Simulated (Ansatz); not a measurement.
# Frequency calculation of C₂HCl₂Si

System: C₂HCl₂Si, multiplicity 2.
Method: HF/3-21G, UHF (Ansatz 0.2.0).

The geometry was optimised with HF/3-21G. Figures and captions count atoms from 1; the log counts them from 0 in places.

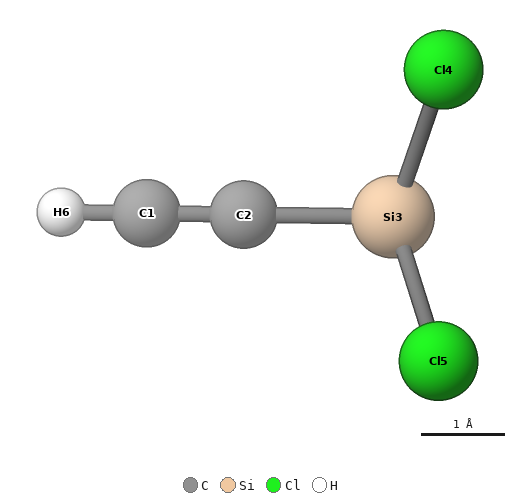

*The input geometry (ball-and-stick view, seen at a tilt; atoms are numbered from 1 in the order of the input).*

## Input
```yaml
crystal:
  periodic: [false, false, false]
  atoms:
    - {symbol: C, position_ang: [1.335902, 0.487296, 1.120405]}
    - {symbol: C, position_ang: [0.596230, 0.069021, 0.277944]}
    - {symbol: Si, position_ang: [-0.465479, -0.607568, -1.047149]}
    - {symbol: Cl, position_ang: [-1.973212, -1.896109, -0.168703]}
    - {symbol: Cl, position_ang: [-1.436567, 1.027122, -2.091203]}
    - {symbol: H, position_ang: [1.985126, 0.856237, 1.862605]}
basis:
  gaussian:
    orbitals: 3-21G.json
magnetization:
  spin_polarized: true
  initial_magnetization: 1
phonons:
  temperatures: {t_min: 298.15, t_max: 298.15, t_step: 1}
hamiltonian:
  xc: hf
```

Hardware: 1 thread of Arm Neoverse V2, 112 GiB of memory available, shared host.

Command:
```bash
ansatz run input.yaml --threads 1 --pin off --max-ram 3480MiB --events-out events.jsonl --progress --plain --runs-dir runs
```

## The program's output
```
Functional definition: HF
  name "HF"
  exchange = exact_x
  correlation = 0
781 factors; integrals over basis functions are off by at most 6.0e-4 eV
mean field evaluation 1: about -34770.8745 eV, gradient 1.6e1 eV
mean field evaluation 2: about -34771.1004 eV, gradient 1.6e1 eV
mean field evaluation 4: about -34773.2502 eV, gradient 1.9e0 eV
mean field evaluation 8: about -34773.3117 eV, gradient 2.1e-1 eV
mean field evaluation 16: about -34773.3192 eV, gradient 2.0e-5 eV
mean field evaluation 32: about -34772.2950 eV, gradient 4.5e0 eV
mean field -34773.31919346 eV, -1277.8959101574 hartree, gradient 2.0e-5 eV, S^2 0.786542; 0 other end points of the search recorded, 0 dependent functions left out
the calculation of the forces begins
reference -34773.31919346 eV, -1277.8959101574 hartree; 31, 30 occupied and 28, 29 virtual orbitals, 781 factors
these checks for a lower state are left out or cut short: stability, starts, cluster_reference, orbital_swaps, neighbouring_geometries, increment
781 factors; integrals over basis functions are off by at most 6.0e-4 eV
mean field evaluation 64: about -34773.3190 eV, gradient 3.3e-3 eV
mean field -34773.31899609 eV, -1277.8959029042 hartree, gradient 5.3e-6 eV, S^2 0.789041; 0 other end points of the search recorded, 0 dependent functions left out
[... from here on the field's lines of each further geometry are left out, up to the last ...]
the calculation of the forces begins
reference -34773.31912082 eV, -1277.8959074877 hartree; 31, 30 occupied and 28, 29 virtual orbitals, 781 factors
these checks for a lower state are left out or cut short: stability, starts, cluster_reference, orbital_swaps, neighbouring_geometries, increment
781 factors; integrals over basis functions are off by at most 6.0e-4 eV
mean field evaluation 384: about -34773.3191 eV, gradient 5.2e-6 eV
mean field -34773.31912214 eV, -1277.8959075365 hartree, gradient 5.2e-6 eV, S^2 0.786532; 0 other end points of the search recorded, 0 dependent functions left out
the calculation of the forces begins
reference -34773.31912214 eV, -1277.8959075365 hartree; 31, 30 occupied and 28, 29 virtual orbitals, 781 factors
Total energy: -34773.31919346 eV, -1277.8959101574 hartree
Atom 0 at     1.335902     0.487296     1.120405 Å, force     0.001094    -0.000055     0.000188 eV/Å
Atom 1 at     0.596230     0.069021     0.277944 Å, force     0.000203     0.000093     0.000297 eV/Å
Atom 2 at    -0.465479    -0.607568    -1.047149 Å, force    -0.000038     0.000013    -0.000082 eV/Å
Atom 3 at    -1.973212    -1.896109    -0.168703 Å, force    -0.000173    -0.000030    -0.000017 eV/Å
Atom 4 at    -1.436567     1.027122    -2.091203 Å, force    -0.000159     0.000016    -0.000065 eV/Å
Atom 5 at     1.985126     0.856237     1.862605 Å, force    -0.000927    -0.000037    -0.000321 eV/Å
Dipole moment:     0.872203     0.005268     0.251493 e Å
Vibrations: 122.71 152.17 179.53 381.59 401.06 474.10 542.37 704.32 970.63 991.70 2180.95 3629.15 cm⁻¹, zero-point energy 0.665193 eV
```

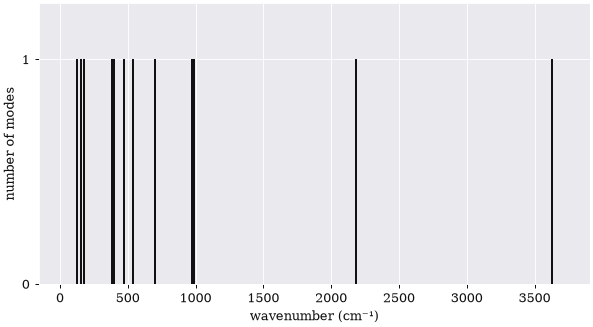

*Harmonic vibrational wavenumbers from the force constants; neighbouring modes closer than 16 cm⁻¹ are counted in one stick.*

12 modes from 123 to 3629 cm⁻¹, none imaginary.

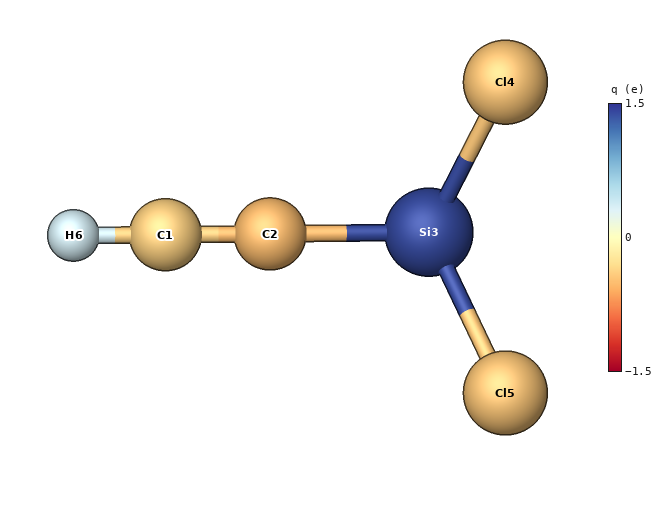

*Mulliken charges, as the colour of each atom (ball-and-stick view, seen on its broad side; atoms are numbered from 1 in the order of the input; Mulliken charges depend strongly on the basis).*

By element: C −0.49 to −0.38, Si +1.38, Cl −0.44 and H +0.36 e.

## Results in brief

| quantity | value |
| --- | --- |
| outcome | converged |
| total energy | −1277.895910 hartree |
| basis functions | 59 |
| largest force | 0.001 eV/Å |
| ⟨S²⟩ | 0.787 |
| zero-point energy | 0.024445 hartree |
| dipole moment | 4.36 D |
| wavenumbers, lowest and highest | 123 and 3629 cm⁻¹ |
| wall time | 38 s |
| peak memory | 0.18 GiB |
